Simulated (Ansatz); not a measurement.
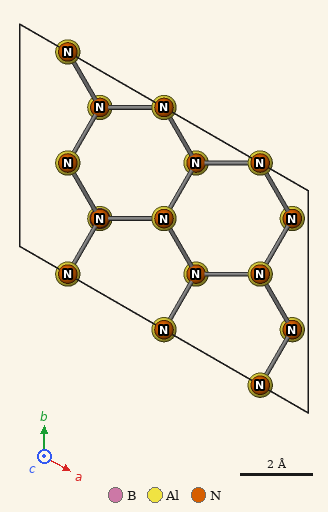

A defect cell of composition Al23BN24, before the relaxation. The picture is a ball-and-stick view of the cell of the calculation (origin shifted), seen along the c axis.

Computed with DFT, PBE, plane-wave PAW, default files, scalar-relativistic, frozen cores (Ansatz).

(plane-wave cutoff 420 eV; k-point mesh 3 × 4 × 3; occupations fermi dirac; smearing width 0.01 eV; no spin polarisation; potentials kind: paw, frozen_core: stored; atoms relaxed in a fixed cell; force threshold 0.02 eV/Å; at most 50 steps)

```xyz
48
Lattice="9.3300 0.0000 0.0000 -3.1100 5.3867 0.0000 0.0000 0.0000 9.9600" Properties=species:S:1:pos:R:3 pbc="T T T"
B     1.5550    0.8978    0.0000
Al    1.5550    0.8978    4.9800
Al    0.0000    3.5911    0.0000
Al    0.0000    3.5911    4.9800
Al    4.6650    0.8978    0.0000
Al    4.6650    0.8978    4.9800
Al    3.1100    3.5911    0.0000
Al    3.1100    3.5911    4.9800
Al    7.7750    0.8978    0.0000
Al    7.7750    0.8978    4.9800
Al    6.2200    3.5911    0.0000
Al    6.2200    3.5911    4.9800
Al    0.0000    1.7956    2.4900
Al    0.0000    1.7956    7.4700
Al   -1.5550    4.4889    2.4900
Al   -1.5550    4.4889    7.4700
Al    3.1100    1.7956    2.4900
Al    3.1100    1.7956    7.4700
Al    1.5550    4.4889    2.4900
Al    1.5550    4.4889    7.4700
Al    6.2200    1.7956    2.4900
Al    6.2200    1.7956    7.4700
Al    4.6650    4.4889    2.4900
Al    4.6650    4.4889    7.4700
N     1.5550    0.8978    1.9024
N     1.5550    0.8978    6.8824
N     0.0000    3.5911    1.9024
N     0.0000    3.5911    6.8824
N     4.6650    0.8978    1.9024
N     4.6650    0.8978    6.8824
N     3.1100    3.5911    1.9024
N     3.1100    3.5911    6.8824
N     7.7750    0.8978    1.9024
N     7.7750    0.8978    6.8824
N     6.2200    3.5911    1.9024
N     6.2200    3.5911    6.8824
N     0.0000    1.7956    4.3924
N     0.0000    1.7956    9.3724
N    -1.5550    4.4889    4.3924
N    -1.5550    4.4889    9.3724
N     3.1100    1.7956    4.3924
N     3.1100    1.7956    9.3724
N     1.5550    4.4889    4.3924
N     1.5550    4.4889    9.3724
N     6.2200    1.7956    4.3924
N     6.2200    1.7956    9.3724
N     4.6650    4.4889    4.3924
N     4.6650    4.4889    9.3724
```

### Predict the outcome.

The energy falls by 1.442 eV per cell of the calculation in 4 accepted moves (5 points after the start). The largest force component goes from 2.6 to 0.019 eV/Å. 1 step only repeated the SCF at the same geometry. The largest move is that of N42, 0.22 Å along [−3 −2 1]. Largest moves by element: N 0.22 Å, Al 0.07 Å, B 0.05 Å. The cell doesn't change. Among the contacts that change: B1–N25 1.902 → 1.638 Å, B1–N42 1.889 → 1.670 Å, B1–N40 1.889 → 1.699 Å, B1–N38 1.889 → 1.714 Å. Bond angles that change, for instance: N38–Al3–N40 110.8° → 121.0°, B1–N42–Al18 108.1° → 114.3°, N42–Al5–N46 110.8° → 116.8°.

The end point in the same view:

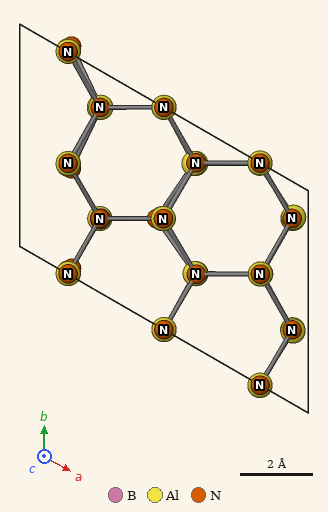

Limits of the set-up: the periodic images lie only 6.2 Å apart, so the values are limited by the cell's size.
